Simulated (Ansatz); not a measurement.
# Is the response still linear at 0.5 V/Å? HfSi2P4 bilayer, AB

The dipole of a slab grows in proportion to a weak field along its normal. Does the weak-field slope carry to a strong field?

How it was computed: Ansatz 0.2.0, plane waves with PAW datasets (its set soft_2), PBE-D3(BJ); atoms held at their relaxed places, 18 Å of vacuum, dipole correction, cell area 11.14 Å², 18×18 k-points, smearing 0.02585 eV. Without field the slab has no gap over 0.05 eV.

| run | field (V/Å) | dipole (e·Å) |
| --- | --- | --- |
| run 1 | −0.10 | −0.14513 |
| run 2 | 0.00 | 0.00031 |
| run 3 | 0.10 | 0.14576 |
| run 4 | 0.50 | ? |

Q: Estimate the withheld value from the rows shown.

A least-squares line through the 3 rows shown has slope 1.454450 and intercept 0.000313; no row lies more than 0.00001 e·Å off it. A perfect conductor with that slope would be 180.95 × 1.45445 / 11.14 = 23.63 Å thick. At 0.50 it gives 1.454450 × 0.50 + 0.000313 = 0.72754 e·Å, beyond the rows fitted. Rounding and scatter of the rows alone allow about ±0.00002 e·Å there.

The run itself gives 0.72767 e·Å: a miss of +0.00013 e·Å. That is under 1 % of the induced dipole, so the response is still linear.

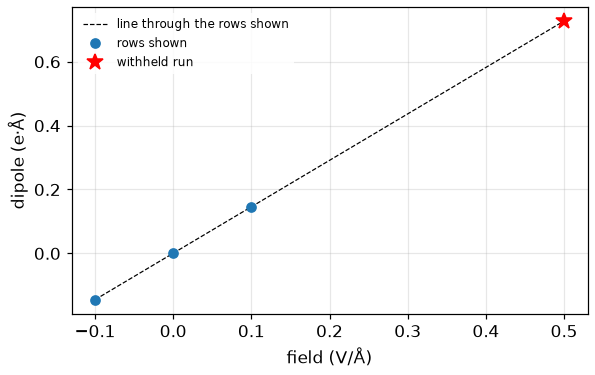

The fit and the withheld run.

**Limits.** Ions are held, so this is the electronic response. Of the series that stay linear within 1 %, this collection keeps about one in seven, and it keeps all that bend. With a small gap or none the response hangs on mesh and smearing, which were not varied here. Spin-orbit coupling is left out, which changes the bands of elements this heavy.
